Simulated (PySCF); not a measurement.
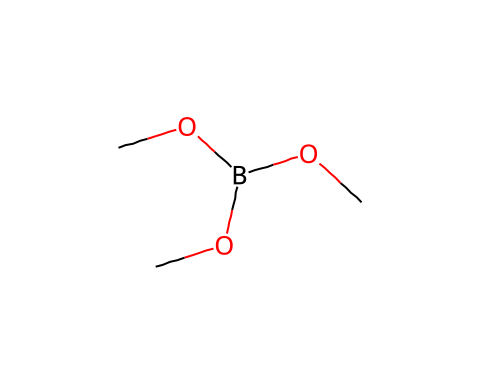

Skeletal drawing of a molecule.

> Give its SMILES.

COB(OC)OC

> What is the molecular formula?

C3H9BO3.

More results for the same structure follow; atom numbers are the same in all pictures, views and colours differ. The geometry was computed by an optimisation with PBE0-D3(BJ)/def2-TZVP. No frequency run is at hand to confirm it as a minimum.

## Shape

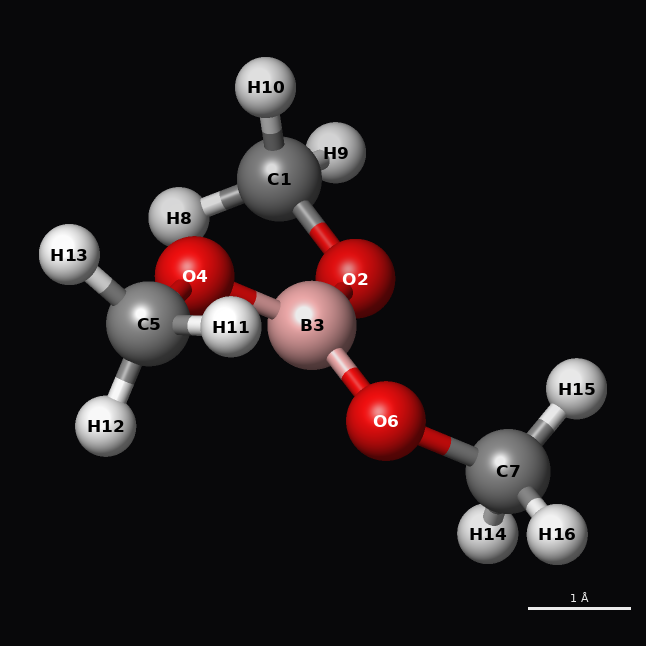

Numbered structure. No frequency run is at hand to confirm it as a minimum.

Give the bond lengths.

```json
{"bond": "C1–O2", "length (Å)": "1.412", "order": "single"}
{"bond": "C1–H8", "length (Å)": "1.093", "order": "single"}
{"bond": "C1–H9", "length (Å)": "1.090", "order": "single"}
{"bond": "C1–H10", "length (Å)": "1.093", "order": "single"}
{"bond": "O2–B3", "length (Å)": "1.363", "order": "single"}
{"bond": "B3–O4", "length (Å)": "1.363", "order": "single"}
{"bond": "B3–O6", "length (Å)": "1.362", "order": "single"}
{"bond": "O4–C5", "length (Å)": "1.412", "order": "single"}
{"bond": "C5–H11", "length (Å)": "1.092", "order": "single"}
{"bond": "C5–H12", "length (Å)": "1.094", "order": "single"}
{"bond": "C5–H13", "length (Å)": "1.090", "order": "single"}
{"bond": "O6–C7", "length (Å)": "1.412", "order": "single"}
{"bond": "C7–H14", "length (Å)": "1.093", "order": "single"}
{"bond": "C7–H15", "length (Å)": "1.093", "order": "single"}
{"bond": "C7–H16", "length (Å)": "1.090", "order": "single"}
```

## Core levels

No frequency run is at hand to confirm it as a minimum. Properties computed with delta-SCF UKS SCAN, pcX-3 on the ionised atom, pcseg-2 elsewhere, spin-free X2C (PySCF 2.14.0).

Give the core-electron binding energies (to vacuum) of C1 1s, O2 1s, B3 1s.

```csv
atom,level,binding energy (eV)
C1,1s,292.1
O2,1s,538.3
B3,1s,197.3
```

## NMR shielding

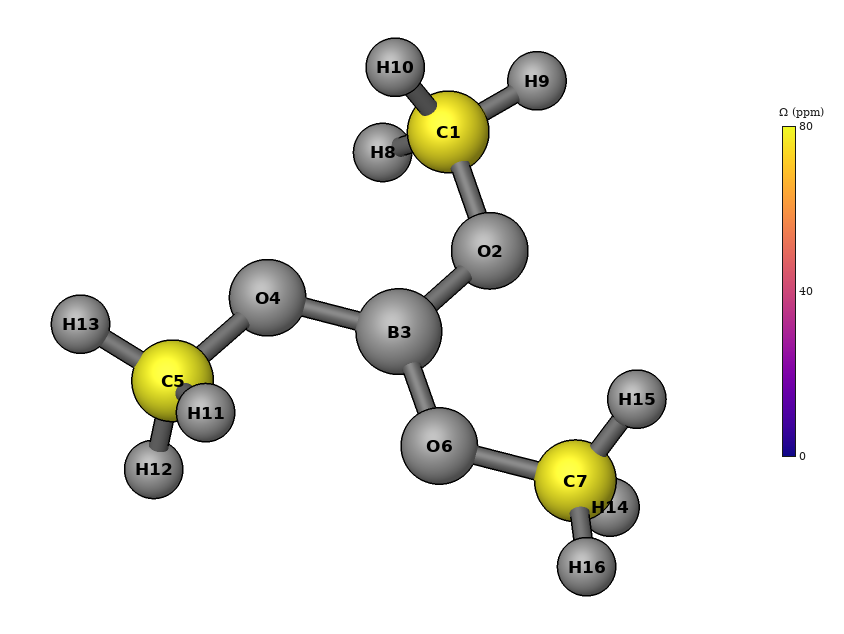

The C atoms are coloured by the span of their shielding tensor. No frequency run is at hand to confirm it as a minimum. Properties computed with GIAO ωB97X-D/pcSseg-2 NMR shielding, non-relativistic, gas phase (PySCF 2.14.0). Principal shieldings σ11 ≤ σ22 ≤ σ33, span Ω = σ33 − σ11, skew κ = 3(σiso − σ22)/Ω.

Give the shielding tensors of the C atoms.

```csv
atom,σ11,σ22,σ33,σiso,Ω,κ
C1,105.0,106.6,182.1,131.2,77.1,0.96
C5,104.3,107.2,182.6,131.4,78.3,0.93
C7,104.7,106.8,182.3,131.3,77.5,0.95
```

Shieldings and span in ppm.

## Levels of theory compared

No frequency run is at hand to confirm it as a minimum. Program: PySCF 2.14.0.

At this fixed geometry, give HOMO energy (eV) at these levels: B97-2/pcSseg-2; KT3/pcSseg-2; PBE0/pcSseg-2; WP04/pcSseg-2 in chloroform (IEF-PCM); ωB97X-D/pcSseg-2; ωB97X-D/pcSseg-2 in chloroform (IEF-PCM).

| level | HOMO energy (eV) |
| --- | --- |
| B97-2/pcSseg-2 | −7.88 |
| KT3/pcSseg-2 | −6.75 |
| PBE0/pcSseg-2 | −8.16 |
| WP04/pcSseg-2 in chloroform (IEF-PCM) | −9.34 |
| ωB97X-D/pcSseg-2 | −10.08 |
| ωB97X-D/pcSseg-2 in chloroform (IEF-PCM) | −10.14 |
